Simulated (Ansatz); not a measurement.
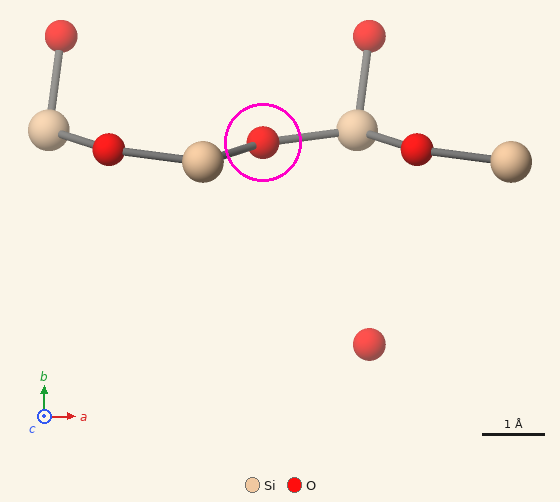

Perfect SiO2. The picture is a ball-and-stick view of the atoms within 4.6 Å of one point, in a slice 3.4 Å thick across the line of sight, seen along the c axis.

Level of theory: DFT, PBE, plane-wave PAW, default files, scalar-relativistic (Ansatz 0.2.0). (plane-wave cutoff 420 eV; k-point mesh 3 × 3 × 3; occupations fermi dirac; smearing width 0.01 eV; collinear spin) The axes drawn are those of the host's conventional cell.

An oxygen atom is replaced by antimony at the ringed place, in charge state 0. The supercell has 24 sites, and the atoms are relaxed at the host's cell.

Q: How do the neighbours respond?

A: In the host the O atom has 2 Si at 1.61 Å; the Sb atom ends with 2 Si at 2.43 to 2.48 Å. Of the host's atoms, an oxygen atom moves furthest from its site, by 0.71 Å. The Sb atom itself moves 1.11 Å from where it was put. The cell's net moment is 1.00 μB. Relaxing the atoms from the host's sites lowers the energy by 28.04 eV.

The relaxed defect, seen from the same direction:

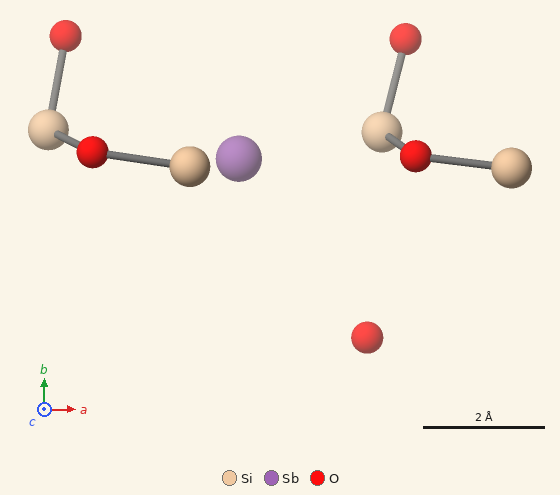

Limits of the set-up: the periodic images lie only 7.1 Å apart, so the values are limited by the cell's size.
